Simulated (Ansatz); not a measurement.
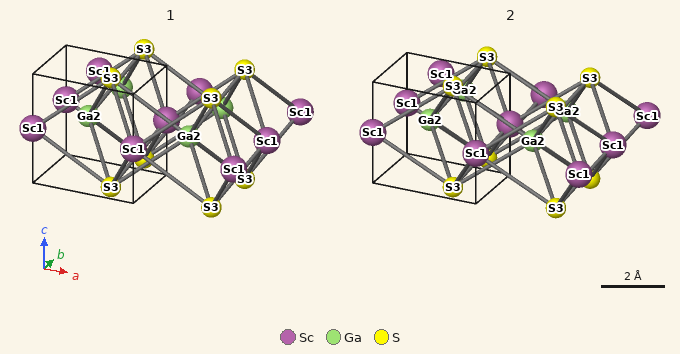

Two geometries of a crystal of ScGaS (a generated structure, set up in P-6m2), drawn at one scale. One is the start of a relaxation, the other its converged end. The picture is a ball-and-stick view of the cell of the calculation, repeated 2 × 2 × 1 with one cell outlined, seen slightly off an axis.

Level of theory: DFT PBE, scalar-relativistic, plane waves, PAW in Ansatz 0.2.0. (plane-wave cutoff 420 eV; k-point mesh 12 × 12 × 14; occupations gaussian; smearing width 0.1 eV; no spin polarisation; cell and atoms relaxed; force threshold 0.01 eV/Å; at most 80 steps)

Question: Which geometry has the lower energy?

Answer: Structure 2 is the relaxed one. The atoms keep their places relative to the cell (all moves are under 0.005 Å). Cell: a = b 4.456 → 4.570 Å (+2.6 %), c 3.573 → 3.308 Å (−7.4 %). Volume −2.6 %. Near-neighbour distances that change, for instance: Sc1–Sc1 3.573 → 3.308 Å, Sc1–Ga2 2.572 → 2.638 Å, Ga2–S3 3.132 → 3.114 Å, Sc1–S3 3.132 → 3.114 Å. Among the angles between lasting bonds that change: Sc1–S3–Sc1 69.6° → 64.2°, S3–Sc1–S3 69.6° → 64.2°, Sc1–S3–Sc1 90.7° → 94.4°. The space group stays P-6m2 (No. 187). The energy falls by 32.5 meV per atom in 4 accepted moves (5 points after the start). All forces vanish by symmetry, so only the cell relaxes. Pressure: 1.07 GPa at the start and 0.00 GPa at the end. The SCF was repeated once at an unchanged geometry on a basis and grid sized afresh for the cell, which shifted the energy by 0.1 meV per atom at most.
